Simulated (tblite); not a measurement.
# Frequency calculation of C7H16Si2

The run: frequency calculation of C7H16Si2. Method and program: GFN2-xTB harmonic vibrations, gas phase (tblite 0.8.0).

It belongs to a series of runs on one base structure; here: H on C replaced by CH2SiH3.

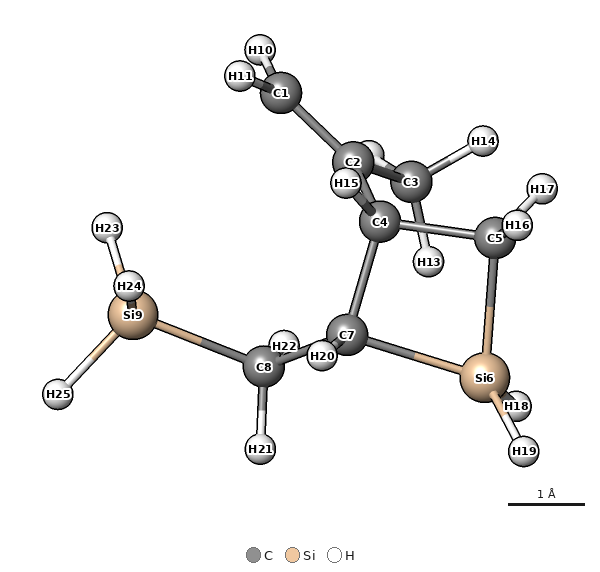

*The structure as given in the input (ball-and-stick view, seen at a tilt; atoms are numbered from 1 in the order of the input).*

Bond lengths as drawn: C–C 1.33 to 1.56 Å, C–H 1.08 to 1.10 Å, C–Si 1.91 to 1.92 Å and H–Si 1.46 to 1.47 Å.

## Input file
```
{"job": {"kind": "ir", "xc": "GFN2-xTB", "basis": "xTB"}, "charge": 0, "multiplicity": 1}
C      1.305808     1.833955     0.871051
C      1.180675     0.576204     0.470441
C      2.052107     0.028918    -0.622224
C      0.183774    -0.336763     1.118740
C      0.710479    -1.774836     1.357553
Si    -0.391033    -2.480685    -0.030824
C     -1.043521    -0.694148     0.222167
C     -1.387381     0.217885    -0.950077
Si    -2.015228     1.950410    -0.454321
H      2.009374     2.510251     0.413893
H      0.712887     2.240218     1.673133
H      2.454299     0.837009    -1.229462
H      1.507070    -0.659594    -1.262409
H      2.893858    -0.516510    -0.194541
H     -0.141197     0.138847     2.048467
H      0.433512    -2.132545     2.347733
H      1.789223    -1.872207     1.277912
H      0.262927    -2.769076    -1.309090
H     -1.299276    -3.575936     0.310932
H     -1.924030    -0.732257     0.872599
H     -2.167536    -0.281498    -1.531369
H     -0.530449     0.314741    -1.616601
H     -0.965698     2.960564    -0.576013
H     -2.517981     1.919210     0.921783
H     -3.123599     2.321987    -1.341645
```

The first line tells a small driver script what to run in tblite; the rest is the geometry in Å.

Machine: 1 CPU thread, shared host.

Launched with:
```bash
OMP_NUM_THREADS=1 python <driver script> task.json out
```

## The program's output
```
mode    cm-1     km/mol
  1     -36.0      0.06
  2      51.4      0.06
  3      71.3      0.09
  4     123.5      0.26
  5     135.3      0.76
  6     173.4      0.36
  7     184.5      0.16
  8     248.0      0.60
  9     280.1      0.30
 10     329.0      2.21
 11     366.2      5.39
 12     438.3      3.66
 13     452.8      4.27
 14     466.4     30.50
 15     517.5     29.82
 16     534.2      7.42
 17     555.4     61.81
 18     610.6    150.98
 19     616.6     65.11
 20     699.4     84.62
 21     708.4     37.13
 22     734.7     81.51
 23     740.5      8.47
 24     774.9      5.49
 25     778.2     97.28
 26     798.0    215.31
 27     804.2    453.87
 28     811.9    135.25
 29     815.7    198.31
 30     828.7     13.97
 31     892.7     31.04
 32     951.2      1.54
 33     980.7      1.91
 34    1013.5      6.03
 35    1036.2      2.82
 36    1045.1      3.14
 37    1079.4      1.65
 38    1136.5     19.97
 39    1143.4      4.82
 40    1155.3      3.54
 41    1192.4      8.06
 42    1238.7      7.36
 43    1262.1      3.22
 44    1299.9     11.44
 45    1308.6      1.30
 46    1329.9      1.39
 47    1400.5      8.90
 48    1431.4      2.81
 49    1472.7      1.49
 50    1478.7      0.97
 51    1485.4      3.46
 52    1496.6      4.16
 53    1710.4     15.86
 54    2228.6    401.38
 55    2242.7    170.80
 56    2247.2    530.86
 57    2263.7    252.52
 58    2280.1    264.90
 59    2908.8     29.16
 60    2936.7     63.56
 61    2948.5     56.99
 62    2991.9     21.20
 63    2995.0     28.67
 64    2999.7     54.14
 65    3028.5     34.42
 66    3033.5     27.81
 67    3043.0     21.28
 68    3096.0     27.08
 69    3118.9     53.03
```

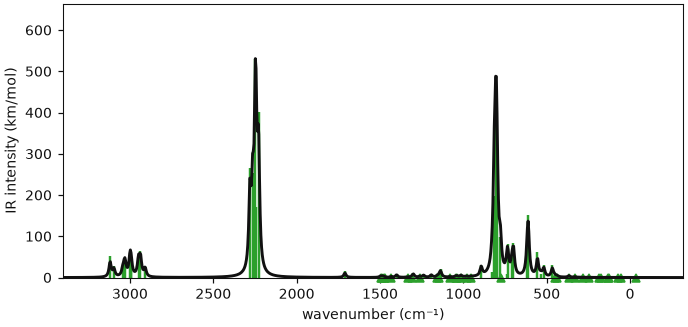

*Harmonic infrared spectrum, unscaled: sticks (degenerate modes added up, dark ones marked on the axis) with a Lorentzian envelope of 16 cm⁻¹ full width, scaled to the tallest stick; imaginary modes are drawn at negative wavenumbers.*

69 modes from 36i to 3119 cm⁻¹, 1 imaginary beyond 8i (36i cm⁻¹): not a clean minimum; so soft a mode can be a shallow saddle, an incomplete relaxation or noise of the force constants. The strongest line is at 2247 cm⁻¹ (531 km/mol).

## Summary

- outcome: converged
- total energy: −722.4347 eV
- zero-point energy: 125.1630 kcal/mol
- wall time: 5 s
- peak memory: 0.18 GiB
